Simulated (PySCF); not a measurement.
**quartet OH: levels of theory compared**

Wanted: a comparison of 6 runs (U-r2SCAN/6-31G, UM06-2X/6-31G, UPBE/6-31G, UPBE0/6-31G, USVWN5/6-31G, UMP2/6-31G) of quartet OH. 

Program for the calculation: PySCF 2.14.0.

9 further runs of the same task are left out: 9 set aside as unsound or not needed.

**1. The structure to begin with**

OH: 2 atoms, total charge 0, spin state quartet. SMILES of the parent species: `[OH]`. The shape is that of a GFN2-xTB optimisation. That shape belongs to the parent species and isn't relaxed for this state.

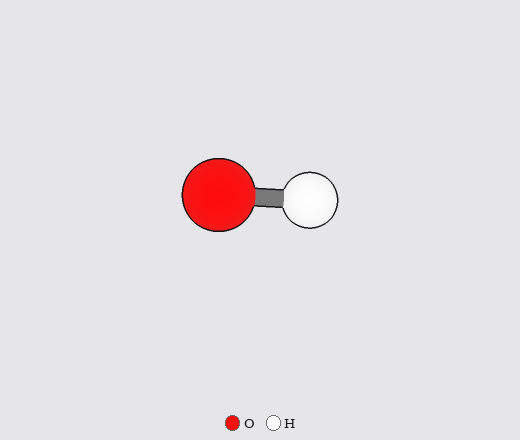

Viewed from a chosen angle; oxygen red, hydrogen white.

**2. The energy at U-r2SCAN/6-31G (run 1)**

Input file run.py:

```python
from pyscf import gto, dft

molecule = gto.M(
    atom='''
O      0.778133    -0.249123     0.401435
H     -0.778133     0.249123    -0.401435
''',
    unit='bohr',
    max_memory=1860,
    spin=3,
    basis='6-31g',
    verbose=3,
)

ks = dft.UKS(molecule, xc='r2scan')
ks.grids.level = 5
ks.conv_tol = 1e-10
ks.kernel()
if not ks.converged:
    ks = ks.newton().run(ks.mo_coeff, ks.mo_occ)

e_final = ks.e_tot
print(f'total energy: {e_final:.8f} hartree')
```

Command:

```sh
$ OMP_NUM_THREADS=1 python run.py
```

Log:

```text
WARN: HOMO 0.0619056541236849 >= LUMO -0.377724999985109

WARN: HOMO -0.0220410387143428 >= LUMO -0.370720701352461

WARN: HOMO -0.013047035496871 >= LUMO -0.308583825399197

WARN: HOMO -0.0149115368685797 >= LUMO -0.308683139692293

WARN: HOMO -0.0144093801985048 >= LUMO -0.308517057010138

WARN: HOMO -0.0144806061122735 >= LUMO -0.308597301227854

WARN: HOMO -0.0144721937883692 >= LUMO -0.308595185966649

WARN: HOMO -0.0144725755405839 >= LUMO -0.308595617005017

WARN: HOMO -0.0144725993653756 >= LUMO -0.308595687708755

converged SCF energy = -75.3647268089108  <S^2> = 3.7523745  2S+1 = 4.0011871
total energy: -75.36472681 hartree
```

It took 1.9 s on 1 thread of Intel Xeon Platinum 8375C at 2.90GHz (Ice Lake), shared host; peak memory 0.17 GiB.

**3. The energy at UM06-2X/6-31G (run 2)**

Input file calc.py:

```python
from pyscf import gto, dft

mol = gto.Mole()
mol.atom = '''
O        0.411770      -0.131830       0.212430
H       -0.411770       0.131830      -0.212430
'''
mol.basis = '6-31g'
mol.spin = 3
mol.verbose = 3
mol.max_memory = 1860
mol.build()

mf = dft.UKS(mol)
mf.xc = 'm06-2x'
mf.conv_tol = 1e-10
mf.grids.level = 5
mf.kernel()
if not mf.converged:
    mf = mf.newton().run(mf.mo_coeff, mf.mo_occ)

e_final = mf.e_tot
print('E(%s) = %.9f' % ('M06-2X', e_final))
```

Command:

```sh
$ OMP_NUM_THREADS=1 python calc.py
```

Log:

```text
WARN: HOMO 0.0969579445992017 >= LUMO -0.408557041543022

WARN: HOMO -0.0902266479258353 >= LUMO -0.300164626056156

WARN: HOMO -0.0755673111854658 >= LUMO -0.212912029993422

WARN: HOMO -0.075890177606228 >= LUMO -0.207632065672344

WARN: HOMO -0.0758421324604643 >= LUMO -0.207669708215267

WARN: HOMO -0.0757787847083231 >= LUMO -0.207691393152198

WARN: HOMO -0.0757790426742888 >= LUMO -0.207701474201261

WARN: HOMO -0.0757776625701945 >= LUMO -0.207702146459496

WARN: HOMO -0.0757777267014772 >= LUMO -0.207702165356574

converged SCF energy = -75.3601502516437  <S^2> = 3.7522386  2S+1 = 4.0011191
E(M06-2X) = -75.360150252
```

Wall time 2 s (1 thread of Intel Xeon Platinum 8375C at 2.90GHz (Ice Lake), shared host); peak memory 0.17 GiB.

Runs 3 to 5 aren't shown in full; the table further down has their settings and results.

**4. A single-point energy at UMP2/6-31G (run 6)**

Input file input.py:

```python
from pyscf import gto, scf, mp

mol = gto.Mole()
mol.atom = '''
O      0.411770    -0.131830     0.212430
H     -0.411770     0.131830    -0.212430
'''
mol.max_memory = 1860
mol.spin = 3
mol.basis = '6-31g'
mol.charge = 0
mol.verbose = 4
mol.build()

myscf = scf.UHF(mol)
myscf.conv_tol = 1e-10
myscf.kernel()
if not myscf.converged:
    myscf = myscf.newton().run(myscf.mo_coeff, myscf.mo_occ)

pt = mp.MP2(myscf, frozen=1).run()
e_tot = pt.e_tot
print('E(%s) = %.9f' % ('MP2', e_tot))
```

Command:

```sh
$ OMP_NUM_THREADS=1 python input.py
```

Log:

```text
PySCF version 2.14.0

[INPUT] num. atoms = 2
[INPUT] num. electrons = 9
[INPUT] charge = 0
[INPUT] spin (= nelec alpha-beta = 2S) = 3
[INPUT] symmetry False subgroup None
[INPUT] Mole.unit = angstrom
[INPUT] Symbol           X                Y                Z      unit          X                Y                Z       unit  Magmom
[INPUT]  1 O      0.411770000000  -0.131830000000   0.212430000000 AA    0.778132526312  -0.249122595001   0.401434520641 Bohr   0.0
[INPUT]  2 H     -0.411770000000   0.131830000000  -0.212430000000 AA   -0.778132526312   0.249122595001  -0.401434520641 Bohr   0.0

nuclear repulsion = 4.39400761915188
number of shells = 7
number of NR pGTOs = 26
number of NR cGTOs = 11
basis = 6-31g
ecp = {}

[... 20 lines left out ...]
WARN: HOMO 0.174306366185952 >= LUMO -0.431284236824765
[... 38 lines left out ...]
converged SCF energy = -75.1034883053257  <S^2> = 3.7555267  2S+1 = 4.0027624
[... 1 line left out ...]
******** <class 'pyscf.mp.ump2.UMP2'> ********
nocc = (np.int64(5), np.int64(2)), nmo = (10, 10)
frozen orbitals 1
E(UMP2) = -75.1559003783851  E_corr = -0.0524120730593095
E(SCS-UMP2) = -75.1544927399848  E_corr = -0.0510044346590683
E_corr(same-spin) = -0.013719291937042
E_corr(oppo-spin) = -0.0386927811222675
E(MP2) = -75.155900378
```

Wall time 0.6 s (1 thread of Intel Xeon Platinum 8375C at 2.90GHz (Ice Lake), shared host); peak memory 0.12 GiB.

**5. All runs side by side**

```csv
run,level,integration grid,frozen core orbitals,energy (Eh),dipole moment (D) of the reference,HOMO energy (eV),⟨S²⟩,wall time
1,U-r2SCAN/6-31G,5,–,-75.364727,2.49,-0.39,3.752,1.9 s
2,UM06-2X/6-31G,5,–,-75.360150,2.48,-2.06,3.752,2 s
3,UPBE/6-31G,5,–,-75.313869,2.51,-0.05,3.751,1.3 s
4,UPBE0/6-31G,5,–,-75.324872,2.49,-1.34,3.752,1.3 s
5,USVWN5/6-31G,5,–,-74.820410,2.50,0.05,3.751,1 s
6,UMP2/6-31G,–,1,-75.155900,2.45,-4.60,3.756,0.6 s
```

**6. Results**

| quantity | value |
| --- | --- |
| run 6: total energy | -75.15590 Eh |
| run 6: dipole moment (Hartree–Fock density) | 2.45 D |
| run 6: HOMO energy (Hartree–Fock orbitals) (highest over α and β) | -4.60 eV |
| run 6: LUMO energy (Hartree–Fock orbitals) (lowest over α and β) | 0.31 eV |
| run 6: correlation energy (1 core orbital frozen) | -52.4 mEh |
| run 6: ⟨S²⟩ of the reference determinant | 3.756 |

**Reading.** Over runs 1, 2, 3, 4, 5 the dipole moment (its size) runs from 2.48 D (UM06-2X/6-31G) to 2.51 D (UPBE/6-31G). Totals of different functionals can't be ranked against each other. All runs together took 8.2 s, the longest 2 s.
